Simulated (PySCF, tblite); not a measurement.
**C₅H₈N₂OSi: geometry, infrared bands and NMR shifts**

Wanted: the infrared bands and NMR shifts of C₅H₈N₂OSi (`N#C[C@H]1C[Si@@H](NC=O)C1`), by calculation.

Computed with tblite 0.8.0 and PySCF 2.14.0, with density-fitted response routines of our own, on a single molecule in the gas phase. Atoms count from 0, in the outputs and in this text.

### 1 Starting geometry

17 atoms, charge 0, multiplicity 1; geometry from: force field or distance geometry start.

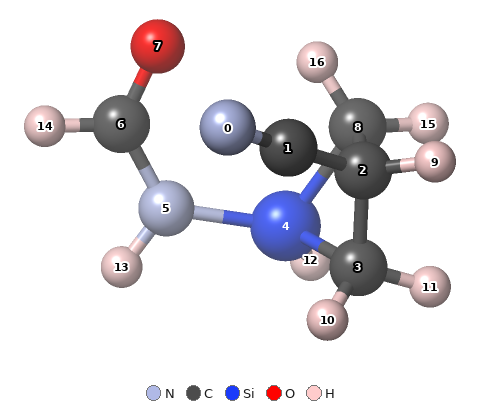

As it starts; nitrogen light blue, carbon dark grey, silicon blue, oxygen red, hydrogen pink, atoms numbered.

### 2 Optimising the geometry with GFN2-xTB

What the job is given:

```
{"job": {"kind": "relax", "xc": "GFN2-xTB", "basis": "xTB"}, "charge": 0, "multiplicity": 1}
N     -0.101800     0.767500     2.647600
C     -0.504400     0.043800     1.811600
C     -0.974000    -0.864300     0.789800
C     -1.686400    -0.199400    -0.366800
Si    -0.102400     0.050000    -1.230900
N      0.946800     1.379900    -0.776600
C      2.049700     1.340700     0.106000
O      2.483400     0.351100     0.723300
C      0.074700    -1.426400    -0.110700
H     -1.668000    -1.677800     1.199700
H     -2.247900     0.712800    -0.099900
H     -2.323200    -0.975700    -0.880300
H     -0.104500    -0.281600    -2.669000
H      0.749200     2.334900    -1.208700
H      2.592100     2.290800     0.289800
H     -0.280800    -2.379900    -0.546900
H      1.090400    -1.454300     0.312100
```

On the command line:

```
$ OMP_NUM_THREADS=1 python probes_run.py task.json out
```

The driver reads the jobs from task.json and runs them one after another.

Output:

```text
step      E/eV     max force
  0    -716.69493    3.866
  1    -716.77539   12.507
  2    -717.09657    4.641
  3    -717.26919    3.474
  4    -717.42949    0.757
  5    -717.51653    1.012
  6    -717.59310    1.127
  7    -717.63452    0.421
  8    -717.65047    0.282
  9    -717.67668    0.561
 10    -717.69192    0.577
 11    -717.70349    0.356
 12    -717.71104    0.234
 13    -717.71958    0.353
 14    -717.72897    0.382
 15    -717.73708    0.252
 16    -717.74303    0.187
 17    -717.74829    0.255
 18    -717.75352    0.307
 19    -717.75828    0.247
 20    -717.76186    0.141
 21    -717.76459    0.124
 22    -717.76764    0.188
 23    -717.77178    0.206
 24    -717.77606    0.153
 25    -717.77928    0.124
 26    -717.78185    0.132
 27    -717.78489    0.168
 28    -717.78967    0.232
 29    -717.79628    0.257
 30    -717.80322    0.243
 31    -717.80843    0.179
 32    -717.81182    0.164
 33    -717.81507    0.153
 34    -717.81820    0.117
 35    -717.82011    0.202
 36    -717.82113    0.127
 37    -717.82237    0.114
 38    -717.82415    0.088
 39    -717.82613    0.097
 40    -717.82908    0.117
 41    -717.83207    0.127
 42    -717.83463    0.163
 43    -717.83739    0.152
 44    -717.84025    0.167
 45    -717.84326    0.142
 46    -717.84579    0.165
 47    -717.84821    0.129
 48    -717.85060    0.109
 49    -717.85340    0.116
 50    -717.85533    0.122
 51    -717.85707    0.149
 52    -717.85847    0.115
 53    -717.86082    0.136
 54    -717.86527    0.180
 55    -717.86995    0.232
 56    -717.87630    0.270
 57    -717.88344    0.296
 58    -717.88985    0.519
 59    -717.90165    0.223
 60    -717.91013    0.271
 61    -717.91774    0.201
 62    -717.92513    0.226
 63    -717.93536    0.290
 64    -717.94558    0.351
 65    -717.94784    0.775
 66    -717.94952    0.788
 67    -717.95913    0.223
 68    -717.96255    0.269
 69    -717.96623    0.277
 70    -717.97120    0.192
 71    -717.97273    0.169
 72    -717.97593    0.178
 73    -717.97845    0.150
 74    -717.98107    0.192
 75    -717.98395    0.097
 76    -717.98598    0.089
 77    -717.98711    0.062
 78    -717.98765    0.060
 79    -717.98832    0.064
 80    -717.98887    0.070
 81    -717.98929    0.054
 82    -717.98958    0.045
 83    -717.98979    0.039
 84    -717.98993    0.032
 85    -717.99004    0.038
 86    -717.99011    0.022
 87    -717.99017    0.017
 88    -717.99021    0.021
 89    -717.99026    0.020
 90    -717.99032    0.027
 91    -717.99041    0.024
 92    -717.99054    0.028
 93    -717.99067    0.032
 94    -717.99078    0.029
 95    -717.99087    0.031
 96    -717.99098    0.028
 97    -717.99109    0.026
 98    -717.99119    0.030
 99    -717.99126    0.030
100    -717.99132    0.026
101    -717.99139    0.024
102    -717.99149    0.023
103    -717.99162    0.026
104    -717.99177    0.032
105    -717.99196    0.036
106    -717.99220    0.063
107    -717.99249    0.035
108    -717.99277    0.074
109    -717.99295    0.022
110    -717.99304    0.020
111    -717.99312    0.022
112    -717.99321    0.024
113    -717.99332    0.037
114    -717.99344    0.032
115    -717.99359    0.034
116    -717.99377    0.031
117    -717.99395    0.030
118    -717.99409    0.031
119    -717.99421    0.029
120    -717.99435    0.036
121    -717.99456    0.033
122    -717.99480    0.042
123    -717.99502    0.052
124    -717.99521    0.054
125    -717.99544    0.051
126    -717.99576    0.102
127    -717.99633    0.110
128    -717.99728    0.107
129    -717.99753    0.147
130    -717.99808    0.059
131    -717.99867    0.190
132    -717.99997    0.224
133    -718.00162    0.104
134    -718.00089    0.631
135    -718.00437    0.260
136    -718.00564    0.067
137    -718.00715    0.480
138    -718.00848    0.134
139    -718.00931    0.059
140    -718.01023    0.181
141    -718.01076    0.129
142    -718.01197    0.060
143    -718.01281    0.098
144    -718.01349    0.065
145    -718.01412    0.091
146    -718.01485    0.115
147    -718.01522    0.145
148    -718.01557    0.091
149    -718.01580    0.025
150    -718.01593    0.023
151    -718.01602    0.035
152    -718.01609    0.052
153    -718.01619    0.050
154    -718.01628    0.032
155    -718.01632    0.037
156    -718.01638    0.026
157    -718.01645    0.027
158    -718.01652    0.025
159    -718.01660    0.026
160    -718.01667    0.027
161    -718.01674    0.023
162    -718.01680    0.026
163    -718.01686    0.013
164    -718.01689    0.019
165    -718.01691    0.011
166    -718.01692    0.007
```

Wall time 2.3 s (1 thread of Arm Neoverse N1, shared host); peak memory 0.18 GiB.

Step by step: (not every step is listed)

```
step  energy from step 0 (eV)  largest force (eV/Å)
   0                   0.0000                3.8665
   1                  -0.0805               12.5072
   2                  -0.4016                4.6408
   3                  -0.5743                3.4741
   4                  -0.7346                0.7572
   5                  -0.8216                1.0125
   6                  -0.8982                1.1269
   7                  -0.9396                0.4207
   8                  -0.9555                0.2818
  23                  -1.0769                0.2063
  38                  -1.1292                0.0882
  53                  -1.1659                0.1357
  68                  -1.2676                0.2695
  83                  -1.2949                0.0392
  98                  -1.2963                0.0301
 113                  -1.2984                0.0372
 128                  -1.3024                0.1073
 143                  -1.3179                0.0980
 158                  -1.3216                0.0247
 161                  -1.3218                0.0232
 162                  -1.3219                0.0265
 163                  -1.3219                0.0130
 164                  -1.3220                0.0193
 165                  -1.3220                0.0112
 166                  -1.3220                0.0073
```

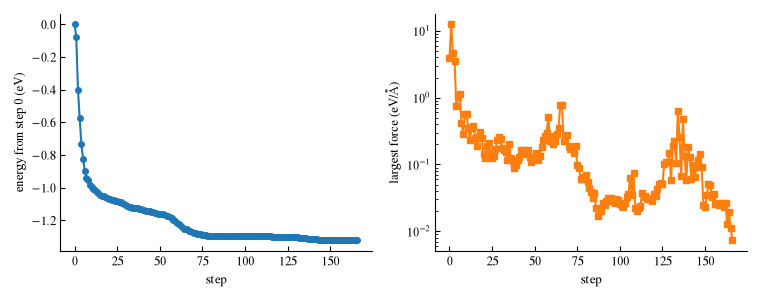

Energy and force, step by step.

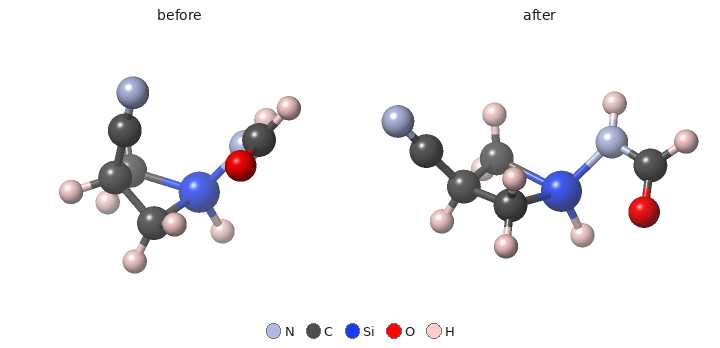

The geometry before (left) and after (right).

Close pairs (by a distance rule), those that changed most:

```
  bond  before (Å)  after (Å)  change (Å)
C3–Si4       1.822      1.912      +0.090
 N5–C6       1.413      1.331      -0.082
N5–H13       1.067      1.006      -0.061
 C2–C8       1.492      1.550      +0.057
 C2–H9       1.145      1.092      -0.053
C3–H11       1.128      1.085      -0.042
Si4–C8       1.862      1.904      +0.042
 C2–C3       1.512      1.547      +0.035
```

The final coordinates are the input of the step that follows.

### 3 Infrared spectrum with GFN2-xTB

What the job is given:

```
{"job": {"kind": "ir", "xc": "GFN2-xTB", "basis": "xTB"}, "charge": 0, "multiplicity": 1}
N     -1.993375    -0.729899     3.131139
C     -1.671558    -0.905915     2.046768
C     -1.240134    -1.073314     0.689591
C     -1.524110     0.165808    -0.192808
Si     0.238894     0.049809    -0.922728
N      1.072418     1.600113    -0.784095
C      2.361063     1.369299    -1.023911
O      2.711788     0.229396    -1.247752
C      0.300519    -1.158876     0.546880
H     -1.716504    -1.962928     0.272046
H     -1.729998     1.043457     0.417733
H     -2.368815     0.025048    -0.859498
H      0.311683    -0.444736    -2.289607
H      0.716309     2.521533    -0.594610
H      3.052905     2.221018    -1.007591
H      0.666806    -2.166661     0.377284
H      0.805111    -0.771123     1.431249
```

Output:

```text
mode    cm-1     km/mol
  1      36.7      5.97
  2      76.3     13.15
  3     104.0     34.70
  4     142.4      7.26
  5     168.3      2.13
  6     174.9      1.76
  7     241.4      5.78
  8     317.1     57.53
  9     412.4      8.54
 10     534.3      7.36
 11     538.1     79.21
 12     543.0     24.10
 13     575.8     32.62
 14     633.3     18.68
 15     675.2     60.52
 16     703.0     82.34
 17     717.9     40.83
 18     759.8     93.78
 19     795.0     11.51
 20     846.4    189.52
 21     883.3      9.94
 22     939.4      3.17
 23    1014.0      0.23
 24    1054.1      1.98
 25    1066.2     13.71
 26    1114.4      9.90
 27    1123.6     11.83
 28    1184.6      3.77
 29    1193.1      8.94
 30    1219.0      0.03
 31    1289.0      1.03
 32    1307.0     57.72
 33    1379.1    283.67
 34    1454.6      8.54
 35    1472.7      3.22
 36    1695.3    429.47
 37    2341.7    267.78
 38    2399.8    225.63
 39    2870.4    135.97
 40    2957.9     17.11
 41    2998.1      8.25
 42    3004.7     33.75
 43    3036.6     26.15
 44    3040.3     28.32
 45    3478.2      5.65
```

Wall time 1.2 s (1 thread of Arm Neoverse N1, shared host); peak memory 0.18 GiB.

Which atoms move in the most intense modes:

```
cm⁻¹  km/mol                                  atoms
 703    82.3            H12 43 %, H15 12 %, C8 12 %
 760    93.8   C8 17 %, Si4 17 %, C3 17 %, H10 14 %
 846   189.5  Si4 25 %, H15 14 %, N5 12 %, H11 12 %
1379   283.7             C6 39 %, N5 33 %, H14 13 %
1695   429.5                       C6 61 %, O7 36 %
2342   267.8                               H12 97 %
2400   225.6                       C1 60 %, N0 39 %
2870   136.0                               H14 93 %
```

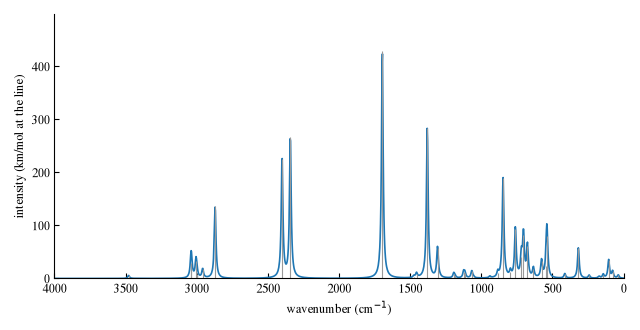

The infrared spectrum from these modes, unscaled. Lines are broadened to a width of 14 cm⁻¹ (Lorentzian).

### 4 NMR shieldings: PBE0/pcSseg-1

Same as in step 3 but for these lines:

```diff
@@ -1,2 +1,2 @@
-{"job": {"kind": "ir", "xc": "GFN2-xTB", "basis": "xTB"}, "charge": 0, "multiplicity": 1}
+{"job": {"kind": "nmr", "xc": "PBE0", "basis": "pcSseg-1"}, "charge": 0, "multiplicity": 1}
 N     -1.993375    -0.729899     3.131139
```

Level: GIAO PBE0/pcSseg-1 NMR shielding, non-relativistic, gas phase.

Output:

```text
coarse grid: 15224 points
cycle   1  E = -668.7279003046  dE =  1.521e+00  |g| = 9.032e-01  |ddm| = 3.886e+00
cycle   2  E = -668.1925135811  dE =  5.354e-01  |g| = 1.858e+00  |ddm| = 2.186e+00
cycle   3  E = -668.8855779904  dE = -6.931e-01  |g| = 2.564e-01  |ddm| = 1.626e+00
cycle   4  E = -668.8987188840  dE = -1.314e-02  |g| = 8.489e-02  |ddm| = 2.441e-01
cycle   5  E = -668.9001550654  dE = -1.436e-03  |g| = 2.099e-02  |ddm| = 6.765e-02
cycle   6  E = -668.9002401235  dE = -8.506e-05  |g| = 8.783e-03  |ddm| = 2.109e-02
cycle   7  E = -668.9002538026  dE = -1.368e-05  |g| = 3.903e-03  |ddm| = 8.477e-03
cycle   8  E = -668.9002569011  dE = -3.098e-06  |g| = 8.791e-04  |ddm| = 3.151e-03
final grid: 144136 points
cycle   9  E = -668.9607384416  dE = -2.392e-05  |g| = 1.229e-02  |ddm| = 2.933e-02
cycle  10  E = -668.9606671029  dE =  7.134e-05  |g| = 2.288e-02  |ddm| = 2.332e-02
cycle  11  E = -668.9607676269  dE = -1.005e-04  |g| = 2.689e-03  |ddm| = 1.587e-02
cycle  12  E = -668.9607692044  dE = -1.577e-06  |g| = 3.320e-04  |ddm| = 2.329e-03
cycle  13  E = -668.9607692282  dE = -2.382e-08  |g| = 1.196e-04  |ddm| = 4.132e-04
cycle  14  E = -668.9607692310  dE = -2.818e-09  |g| = 5.315e-05  |ddm| = 1.393e-04
cycle  15  E = -668.9607692314  dE = -4.259e-10  |g| = 3.012e-05  |ddm| = 5.231e-05
converged SCF energy = -668.9607692314

GIAO shielding tensors (ppm)
atom      isotropic    diamagn.    paramagn.     s11        s22        s33       span
  0 N      -28.133     340.522    -368.655   -185.788   -170.076    271.465    457.254
  1 C       57.646     259.771    -202.126    -64.987    -59.555    297.479    362.467
  2 C      170.312     255.683     -85.371    160.245    174.394    176.297     16.052
  3 C      162.762     255.859     -93.097    133.191    160.477    194.618     61.427
  4 Si     377.599     879.244    -501.645    329.160    382.490    421.146     91.986
  5 N      126.757     329.107    -202.350     16.912    146.356    217.004    200.091
  6 C       15.414     245.536    -230.122    -65.639     10.480    101.401    167.040
  7 O      -98.585     404.608    -503.193   -349.179   -217.476    270.899    620.078
  8 C      156.447     254.775     -98.328    125.096    156.594    187.650     62.554
  9 H       28.979      29.971      -0.992     25.614     26.990     34.335      8.721
 10 H       29.893      33.291      -3.398     26.608     28.942     34.130      7.522
 11 H       29.849      31.575      -1.726     25.936     27.472     36.138     10.202
 12 H       26.262      29.174      -2.912     22.634     24.961     31.190      8.556
 13 H       26.538      33.168      -6.630     22.938     25.844     30.834      7.896
 14 H       23.376      24.884      -1.508     20.337     22.349     27.443      7.106
 15 H       29.469      31.480      -2.011     25.206     27.645     35.555     10.349
 16 H       29.600      32.836      -3.236     26.273     29.190     33.337      7.064
```

It took 83 s on 1 thread of Arm Neoverse N1, shared host; peak memory 0.88 GiB.

The references, computed at this level on geometries of the same kind, shield at (ppm): ¹H TMS 31.72, ¹³C TMS 186.9, ²⁹Si TMS 349.2, ¹⁵N NH3 267.7, ¹⁷O H2O 336.1. Their shielding less the atom's gives the shift. The references are single molecules in the gas phase, so shifts against H2O, NH3, PH3, H3PO4 or CFCl3 are not on the usual liquid scales and can be off by tens of ppm. Atoms listed in one row are averaged.

```
   atoms                                                   environment  σ (ppm)  δ (ppm)  δ scaled to CDCl3
      C6                                         amide carbonyl carbon     15.4    171.5              165.5
      C1                                                nitrile carbon     57.6    129.3              124.3
  C3, C8                                          sp3 CH2 bonded to Si    159.6     27.3               24.8
      C2                                         sp3 CH α to a nitrile    170.3     16.6               14.3
     H14                          hydrogen on an amide carbonyl carbon    23.38     8.34               7.97
     H12  hydrogen on a silicon bonded to 2 C, N, in a 4-membered ring    26.26     5.46                  –
     H13                            hydrogen on an amide-type nitrogen    26.54     5.18                  –
      H9                          hydrogen on an sp3 CH α to a nitrile    28.98     2.74               2.69
H11, H15                           hydrogen on an sp3 CH2 bonded to Si    29.66     2.06               2.05
H10, H16                           hydrogen on an sp3 CH2 bonded to Si    29.75     1.97               1.96
      N0                                              nitrile nitrogen    -28.1    295.9                  –
      N5                                           amide-type nitrogen    126.8    141.0                  –
     Si4             silicon bonded to 2 C, N, H, in a 4-membered ring    377.6    -28.4                  –
      O7                                    amide-type carbonyl oxygen    -98.6    434.7                  –
```

The scaled column applies a straight-line fit of computed shieldings to shifts measured in CDCl3 (root-mean-square error 0.16 ppm for H, 1.9 ppm for C).

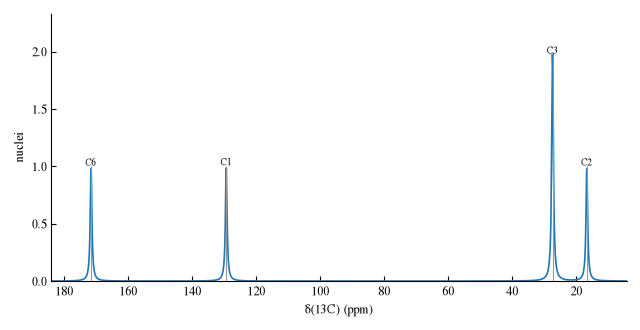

¹³C lines at the computed shifts, without couplings. Lines are broadened to a width of 0.62 ppm (Lorentzian).

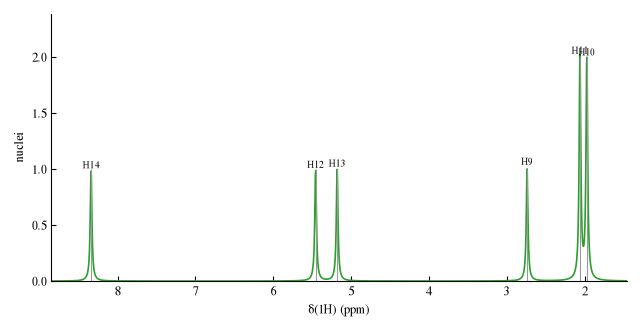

¹H lines at the computed shifts, without couplings. Lines are broadened to a width of 0.03 ppm (Lorentzian).

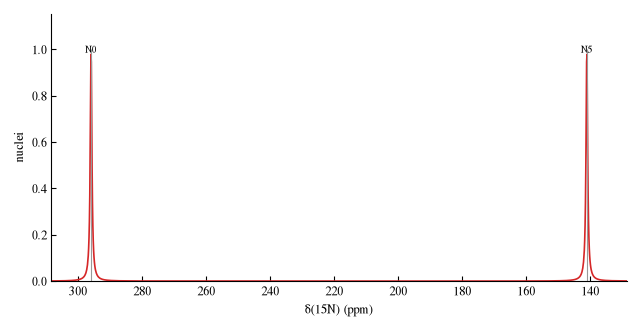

¹⁵N lines at the computed shifts, without couplings. Lines are broadened to a width of 0.62 ppm (Lorentzian).

Charges from the same density, by scheme (e):

```
 atoms  Mulliken    IAO  Hirshfeld  ESP fit
    N0     -0.26  -0.26      -0.24    -0.44
    C1      0.14   0.14       0.08     0.22
    C2     -0.32  -0.14      -0.01     0.28
C3, C8     -0.45  -0.55      -0.16    -0.59
   Si4      0.94   1.03       0.40     0.85
    N5     -0.59  -0.60      -0.19    -0.72
    C6      0.42   0.32       0.15     0.53
    O7     -0.46  -0.47      -0.24    -0.52
```

Mulliken charges:

N0 -0.26; C1 0.14; C2 -0.32; C3 -0.47; Si4 0.94; N5 -0.59; C6 0.42; O7 -0.46; C8 -0.44; H9 0.17; H10 0.15; H11 0.15; H12 -0.06; H13 0.20; H14 0.11; H15 0.16; H16 0.16

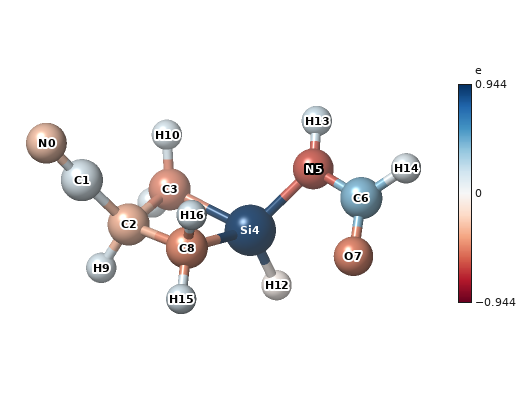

Mulliken charges, as colours on the atoms.

Mayer bond orders: N0–C1 3.07, C1–C2 0.98, C2–C3 0.96, C3–Si4 0.89, Si4–N5 0.81, N5–C6 1.22, C6–O7 1.76, Si4–C8 0.93, C8–C2 0.95.

Ring of atoms C2, C3, Si4, C8: NICS(0) 0.2, NICS(1) -1.1, NICS(1)zz 4.3 ppm (means of both faces).

Orbitals, density, ELF and potential are computed afterwards from the orbital file.

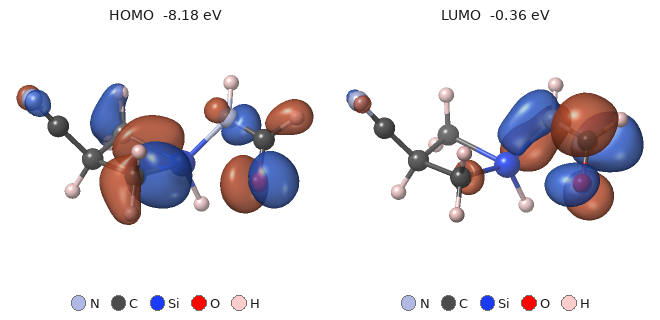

PBE0/pcSseg-1 orbitals near the gap, drawn at the value that encloses 70 % of each; the two colours are the two signs.

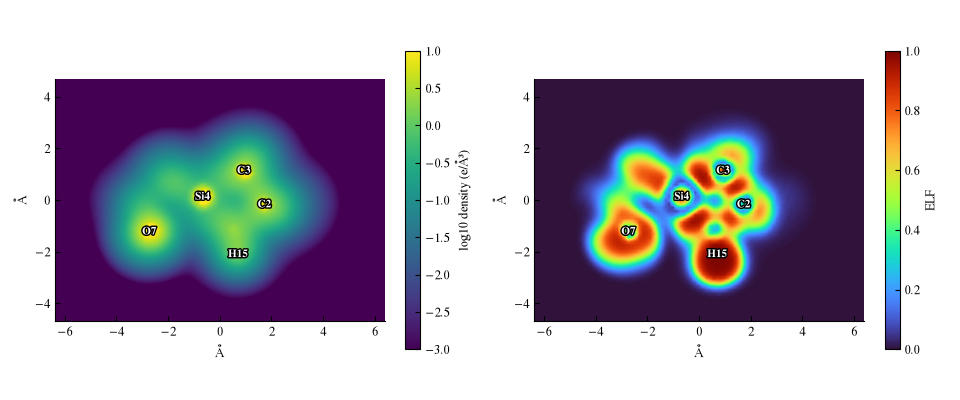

Density (left) and ELF (right) in a plane through or near 5 of the atoms.

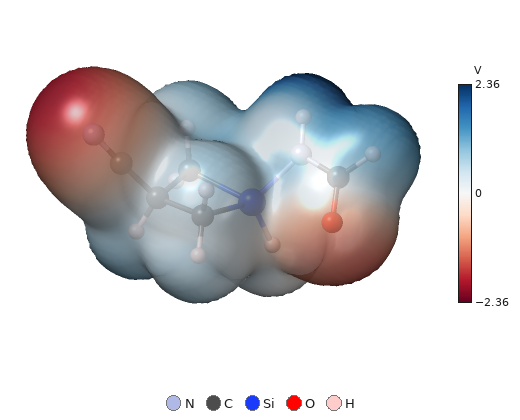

The potential that a unit positive charge feels on the 0.002 e/bohr³ surface, from -1.88 V near N0 to 2.36 V near H13.

### 5 Outcome

| quantity | value |
| --- | --- |
| strongest single infrared mode (GFN2-xTB) | 1695 cm⁻¹, 429 km/mol |
| zero-point energy (GFN2-xTB) | 77.9 kcal/mol |
| ¹³C shifts against TMS (PBE0/pcSseg-1, means over atoms taken as alike) | 171.5, 129.3, 27.3, 16.6 ppm |
| ¹H shifts against TMS (PBE0/pcSseg-1, means over atoms taken as alike) | 8.34, 5.46, 5.18, 2.74, 2.06, 1.97 ppm |
| ¹⁵N shifts against NH3 (PBE0/pcSseg-1) | 295.9, 141.0 ppm |
| ²⁹Si shifts against TMS (PBE0/pcSseg-1) | -28.4 ppm |
| ¹⁷O shifts against H2O (PBE0/pcSseg-1) | 434.7 ppm |
| surface potential, least and greatest | -1.88 V and 2.36 V |

In words: The optimisation took 166 steps and gained 1.322 eV; among the close pairs (by a distance rule), C3–Si4 changed most, from 1.822 to 1.912 Å. All 45 modes are real, so the xTB geometry is a minimum. The strongest single mode, at 1695 cm⁻¹, moves mainly C6 and O7. GFN2-xTB is a fitted tight-binding method: band positions and strengths are rough. Its intensities can rank the bands wrongly. At PBE0/pcSseg-1: Shielding is most anisotropic at O7 (span 620 ppm, paramagnetic term -503 ppm). At PBE0/pcSseg-1, counted by nearest atom on the grid, the HOMO lies on O7 33 %; C8 17 %, the LUMO on C6 37 %; O7 22 %.
